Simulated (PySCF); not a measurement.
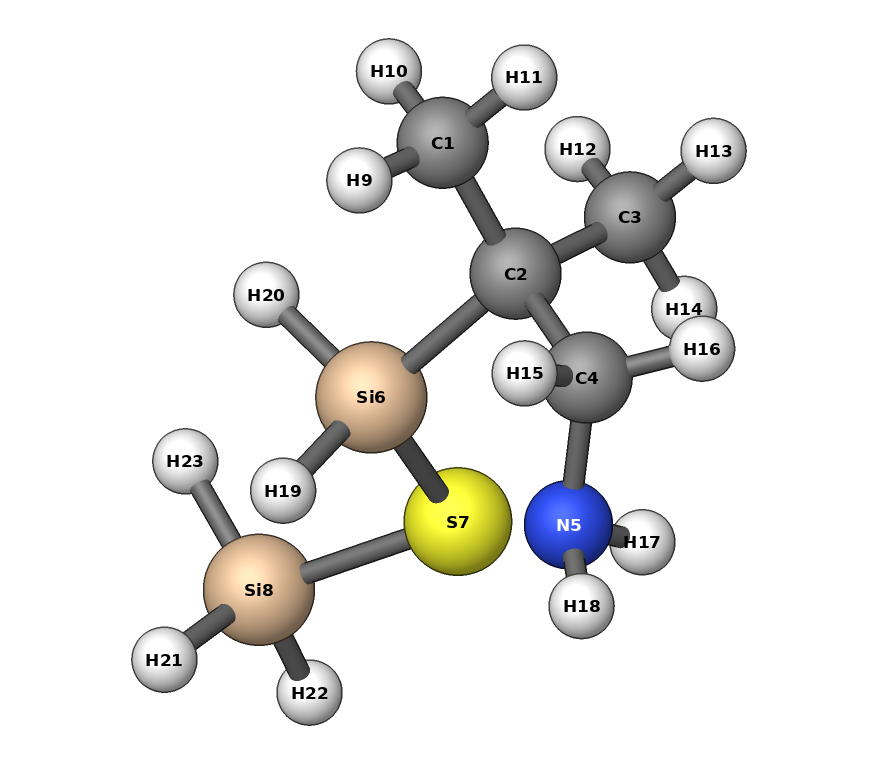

Computed geometry: GFN2-xTB optimisation. No frequency run is at hand to confirm it as a minimum. Level of theory: GIAO PBE0/pcSseg-1 NMR shielding, non-relativistic, gas phase (PySCF 2.14.0). Principal shieldings σ11 ≤ σ22 ≤ σ33, span Ω = σ33 − σ11, skew κ = 3(σiso − σ22)/Ω.

Give the shielding tensors of the S atoms.

```csv
atom,σ11,σ22,σ33,σiso,Ω,κ
S7,757.5,810.7,902.8,823.7,145.4,0.27
```

Shieldings and span in ppm.

The geometry is semi-empirical. Around Si such bond lengths and angles can be off by a tenth of an ångström or more and by several degrees, and values that hang on the shape move with them.
